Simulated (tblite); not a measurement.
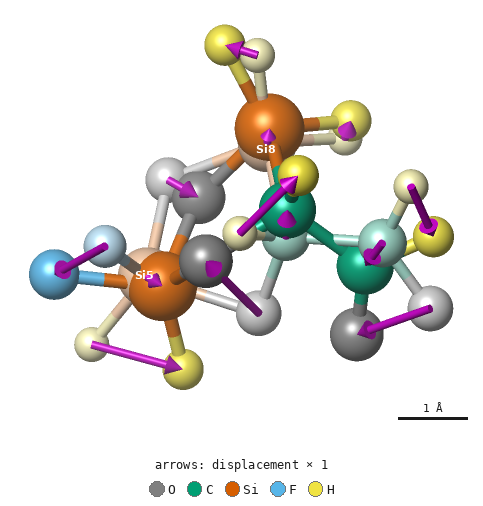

This is a relaxation of C2H5FO3Si2. The starting structure is drawn faded, the final one solid; purple arrows show the displacements, at their true length. The two geometries are superimposed by the best rigid fit.

A ball-and-stick model, seen at a tilt.

Method: tblite, GFN2-xTB geometry optimisation, gas phase. 

What happened in the run?

The atom that moves furthest after the best rigid fit is an O atom (1.69 Å). By element the largest moves are O 1.69 Å, F 1.44 Å, H 1.39 Å, C 0.62 Å, Si 0.30 Å. Some distances before and after: O–Si 1.731 → 1.617 Å, C–Si 1.867 → 1.978 Å, F–Si 1.690 → 1.597 Å, O–Si 1.721 → 1.658 Å. Among the angles between lasting bonds that change: C–O–Si 96.7° → 114.8°, Si–O–Si 99.7° → 116.7°, C–C–Si 113.1° → 101.4°. Groups turn about C–O by about 100°, O–Si by about 95°, C–Si by about 70°. After 88 geometry steps the energy has fallen by 166.9 kJ/mol.
